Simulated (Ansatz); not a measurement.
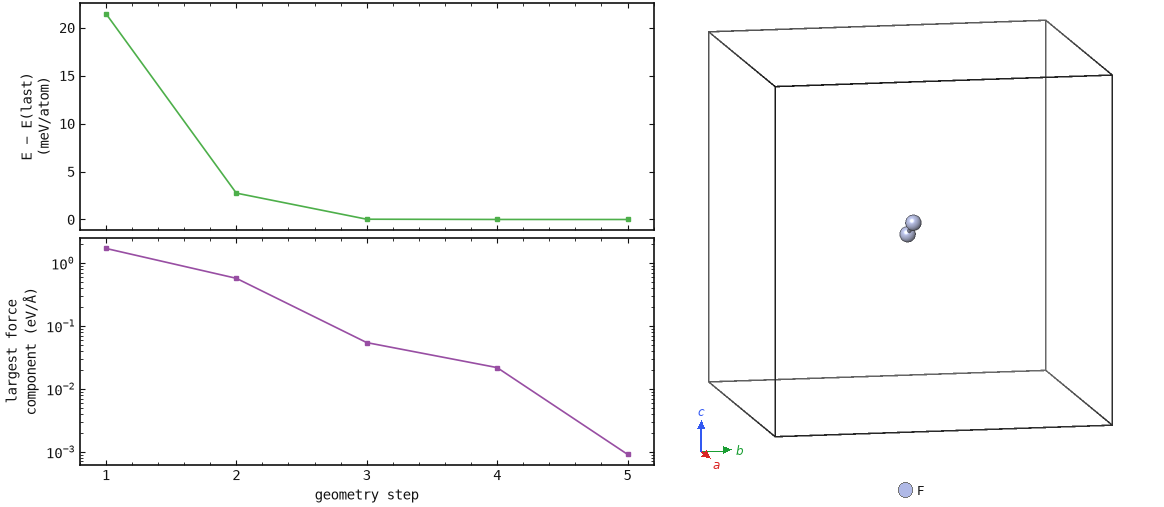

Figure made from data computed with Ansatz.

Beside the plot: the structure at the start.

History of a geometry optimisation. Only the atoms move.

```
crystal:
  lattice:
    - [15.0, 0.0, 0.0]
    - [0.0, 15.5, 0.0]
    - [0.0, 0.0, 16.0]
  atoms:
    - { symbol: F, position: [0.4617982093, 0.4990469909, 0.4776708543] }
    - { symbol: F, position: [0.5382017907, 0.5009530091, 0.5223291457] }
  symmetry: { detect: false }
basis:
  ecutwfc: 500
kpoints:
  mp_grid: { grid: [1, 1, 1] }
hamiltonian:
  xc: r2scan
scf:
  occupations: { method: gaussian, width: 0.005 }
output:
  forces: true
  eigenvalues: true
relax:
  adjacent_minimum: "off"
  f_tol: 0.01
  max_steps: 80
```

Q: How did the optimisation end?

A: The optimisation met its thresholds at geometry 5, counting the start as the first. The energy fell by about 21 meV/atom from the first step to the last. The largest force component goes from about 1.7 eV/Å at the start to 9 × 10⁻⁴ eV/Å at the end.
